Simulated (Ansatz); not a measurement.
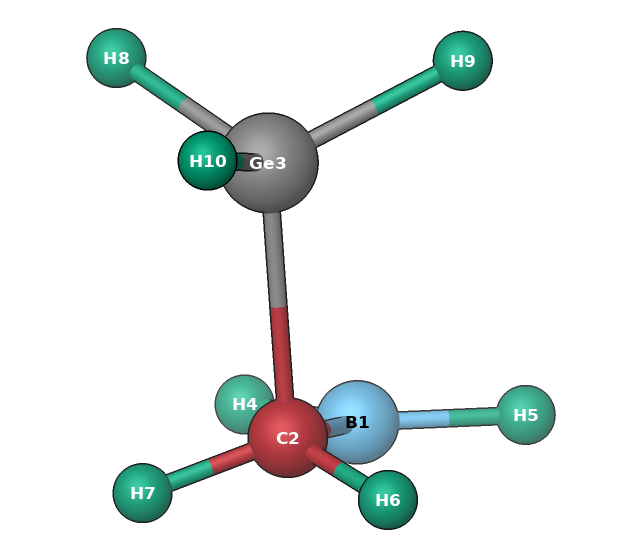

B1 lies behind C2. The molecule seen a little off the C2–B1 bond, C2 in front. Depth is shown by fading: the farther an atom, the more it takes the colour of the background. The geometry was computed by an optimisation with PBE0-D4/def2-TZVP.

> What is the torsion angle Ge3–C2–B1–H4? The sign is positive where the front bond must turn clockwise to cover the back bond.

−87°, about perpendicular.
